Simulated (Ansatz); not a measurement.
# CH5AlO: a short trajectory

Aim: follow the atoms for 80 steps of 0.5 fs with a Langevin thermostat, with velocities drawn for 500 K, and see to which side of the barrier the system falls.

Program: Ansatz 0.2.0, Gaussian basis. Level of theory: PBE0-D4/def2-SVP. These are calculated values, not measurements.

### 1 The starting structure

The start, a first-order saddle point found at PBE0-D4 in triple zeta: 8 atoms, charge 0, spin multiplicity 1.

Atoms are counted from 1 here; the program's logs count them from 0.

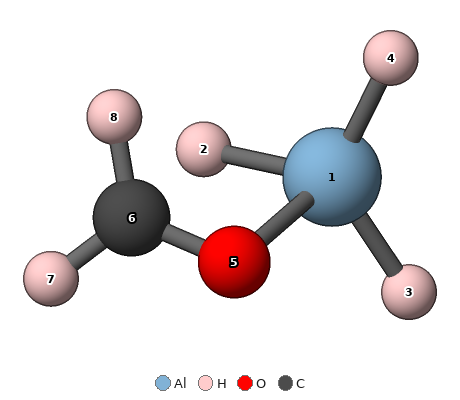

The starting geometry (aluminium light blue, hydrogen pink, oxygen red, carbon dark grey); atoms are numbered from 1 in the order of the file.

Coordinates:

```
Al   -1.04052    0.15920   -0.57748
H    -0.90834   -1.04181    0.52718
H    -1.19809   -0.35380   -2.06935
H    -1.65886    1.50795   -0.00749
O     0.95333    0.45225   -0.52770
C     1.18558   -0.09052    0.54952
H     1.93745   -0.88933    0.61911
H     0.72944    0.25606    1.48611
```

### 2 The run

The input, md/in.yaml:

```yaml
crystal:
  periodic: [false, false, false]
  atoms:
    - {symbol: Al, position_ang: [-1.040520, 0.159195, -0.577476]}
    - {symbol: H, position_ang: [-0.908337, -1.041812, 0.527183]}
    - {symbol: H, position_ang: [-1.198092, -0.353798, -2.069354]}
    - {symbol: H, position_ang: [-1.658862, 1.507951, -0.007494]}
    - {symbol: O, position_ang: [0.953333, 0.452245, -0.527705]}
    - {symbol: C, position_ang: [1.185584, -0.090516, 0.549521]}
    - {symbol: H, position_ang: [1.937455, -0.889326, 0.619112]}
    - {symbol: H, position_ang: [0.729439, 0.256061, 1.486113]}
basis:
  gaussian: {orbitals: def2-SVP}
hamiltonian: {xc: pbe0, dispersion: d4}
md: {n_steps: 80, timestep: 0.5, temperature: 500, ensemble: nvt_langevin, seed: 615, friction: 0.01, initial_velocities: maxwell_boltzmann}
```

Started as:

```bash
$ ansatz run in.yaml --threads 2 --pin off --events-out ev --progress --plain --max-ram 4352MiB
```

Q: Predict the outcome of this session. Wanted: temperature at the start; mean temperature, second half; lowest and highest potential energy, from the first frame; largest change of potential + kinetic.

The runs gave:

```
                                                 quantity              value
                                                   length  80 steps, 40.0 fs
                                 temperature at the start              438 K
                            mean temperature, second half              506 K
lowest and highest potential energy, from the first frame   -228 and 246 meV
                    largest change of potential + kinetic          155.6 meV
```

**Reading.** By the last frame it has moved back towards the start side of the step. The thermostat trades energy with the molecule, so the sum of potential and kinetic energy isn't conserved: it changes by -141 meV over the run. The instant temperature ranges from 193 to 570 K, as energy passes between motion and strain. Under Langevin the temperature counts 3N degrees of freedom, more than the drawn velocities fill, so it starts at 438 K, not 500 K.
